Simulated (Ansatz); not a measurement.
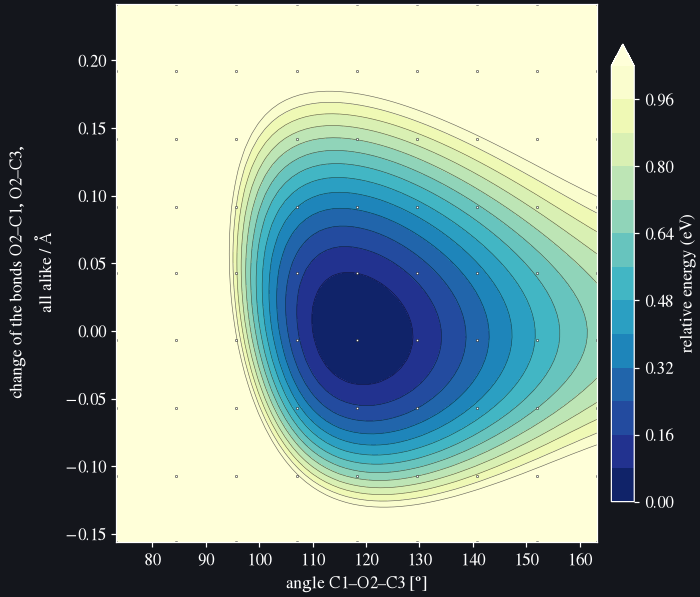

C₂H₃O₂, SMILES [CH2+]OC=O, charge +1. 
- Coordinates scanned: (1) angle C1–O2–C3; (2) change of the bonds O2–C1, O2–C3, all alike.
- Nothing is relaxed (all other coordinates rigid).
- Grid: 9 × 9 points.
- Points are written as (first, second).
- Energies: eV, counted from the relaxed molecule at the same level.
- Level of theory: RKS wB97X-V/def2-SVP (Ansatz 0.2.0).

In the figure: filled contours, dots at the grid points, one colour for all values above the top of the scale. Between grid points the surface is interpolated.

> Where is the minimum, and how stiff is the well along each coordinate?

The interpolated minimum is at angle C1–O2–C3 ≈ 117.9°, the second coordinate ≈ 0.000 Å. The curvatures there are about 6 eV/rad² and 95.5 eV/Å², with a cross term of about 3.8 eV/(rad·Å). Round the minimum the valley is somewhat tilted: raising angle C1–O2–C3 shifts the best value of the second coordinate downwards (coupling k₁₂/√(k₁₁k₂₂) about 0.2).
